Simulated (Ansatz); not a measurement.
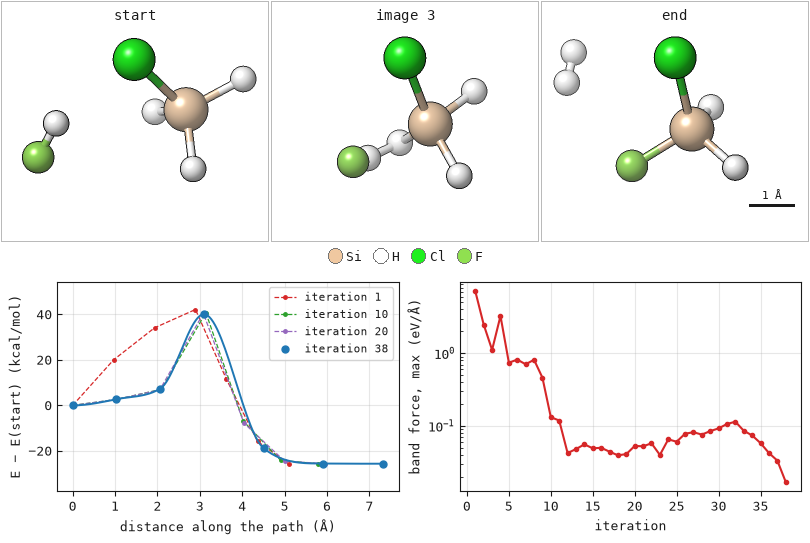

A search for the minimum-energy path of SiH4ClF, made up of SiH₃Cl and HF by the nudged elastic band. Images are numbered from 0 (start) to 6 (end). The plot follows the band through its iterations. Style: ball-and-stick. Shown at a tilt.

Theory: Ansatz 0.2.0, RKS B3LYP-D4/def2-mTZVP. Set-up: 5 movable images; climbing image; force threshold 0.03 eV/Å; iteration limit 60; starting path through a guess of the saddle point.

Q: Judge this run.

A: The result is final at these settings. The band converged in 38 iterations. The largest component of the band force went from 7.1 to 0.017 eV/Å. The climbing image converged on the top of the path. Its vibrational analysis gives one imaginary mode (1303i cm⁻¹), as a transition state must have. The first iteration put the highest image at 42.2 kcal/mol. The highest point, image 3, lies 40.1 kcal/mol above the start and 65.7 kcal/mol above the end; the end is at −25.6 kcal/mol relative to the start.

Limits of the set-up: the start holds two separate molecules, 2.3 Å apart at their closest, whose relative position is a soft coordinate.

Cost: 3.4 min on 2 threads of Arm Neoverse V2 (shared host), peak memory 0.15 GiB.
